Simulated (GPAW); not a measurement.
A computed O K-edge spectrum of one site in a crystal of Fe, Mg and O, with its zero at a photon energy of about 525.3 eV (LDA puts this hole about 4 eV below PBE, itself good to a few eV). Method: GPAW, LDA + U, full core hole (charged cell) in a small cell, dipole transitions, broadening that rises with energy.

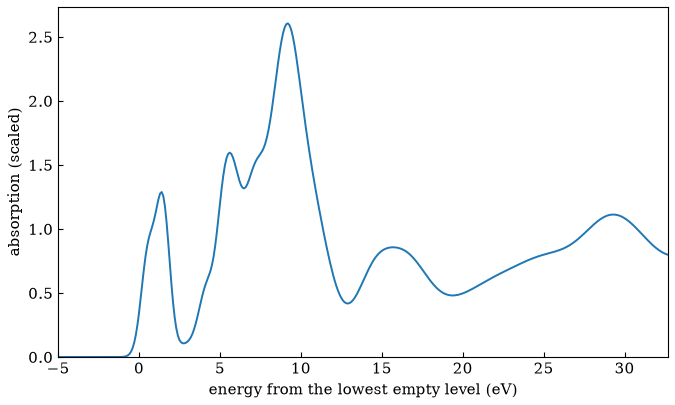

Energy from the lowest empty level; intensity scaled to a mean of 1 over the first 20 eV.

Question: Which coordination does this site have?

A K edge sees empty p states; the first features are O p mixed into the empty d states of the Fe neighbours, and the broad ones above probably into the cations' higher empty bands. It is atom 7 of MgFe2O4 (I4_1/amd), with 1 Mg at 1.98 Å, 2 Fe at 2.02 Å and 1 Fe at 2.04 Å (distorted tetrahedral, site symmetry m). Its main maxima below 24 eV lie at 1.4 eV (1.29), 5.6 eV (1.60), 9.2 eV (2.61) and 15.7 eV (0.86). A near-edge spectrum doesn't fix the structure by itself; it is matched against candidates. The hole lies in one spin channel, while the script sums the empty states of both and takes the lower zero; where the two channels are split, this blurs and shifts the curve. The spins start antiferromagnetically in a simple order, which needn't be the measured one; gap and edge can depend on it. The holes are only 5.9 Å apart, so the shape is probably not converged with cell size; no larger cell was run here. The mesh is coarse (0.37 Å⁻¹ between points), so small maxima may be mesh ripples. Lifetime broadening is put in by hand, and intensities beyond about 20 eV depend on it and on the partial waves; weight that the partial waves miss at high energy is lost. The structure is a computed Materials Project entry and may be a hypothetical form.

[Hosts, paths, dates, database ids (printed as entryN), source tags and the programs' standing remarks are cut or masked in the printed files.]

[Lists of maxima count a maximum above −3 eV only where it reaches 4 % of the highest in the window and stands out from its surroundings by 2 % of it (1.5 % where it reaches 55 %); shoulders and weaker maxima are passed over, and of the rest the first, up to two pre-edge ones and the few strongest are named.]
